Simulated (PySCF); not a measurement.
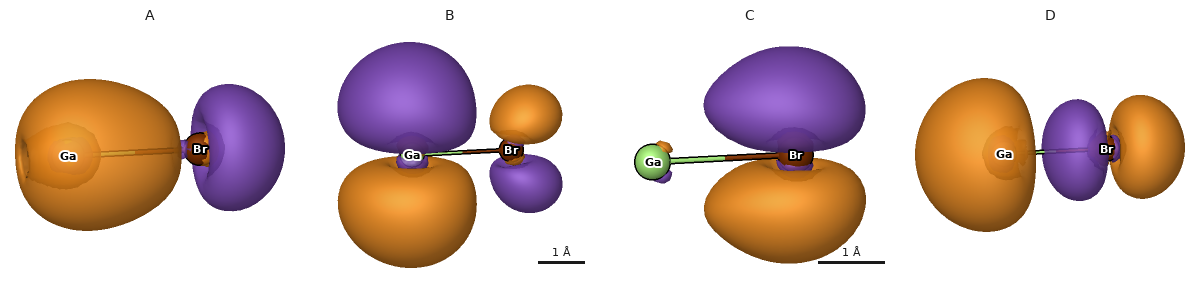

The picture shows: GaBr (charge +1, doublet). Four frontier β-spin orbitals, each drawn at the value that holds 80 % of its norm (orange and purple are the two phases), in no order; of a degenerate pair one member is drawn.

These are results of PBE0/def2-TZVPPD, non-relativistic Hamiltonian with scalar-relativistic core potentials where named, at a bond length of 2.260 Å (PySCF), not measurements.

### Name the orbitals and rank them from lowest to highest energy.

Orbital A: σ, occupied in this spin, −17.74 eV; shared between the atoms (Ga 50 %, Br 50 %).
Orbital C: π, occupied in this spin, −14.83 eV; mainly on Br (90 %).
Orbital D: σ, empty in this spin, −11.62 eV; shared between the atoms (Ga 65 %, Br 35 %).
Orbital B: π, empty in this spin, −7.47 eV; mainly on Ga (85 %).
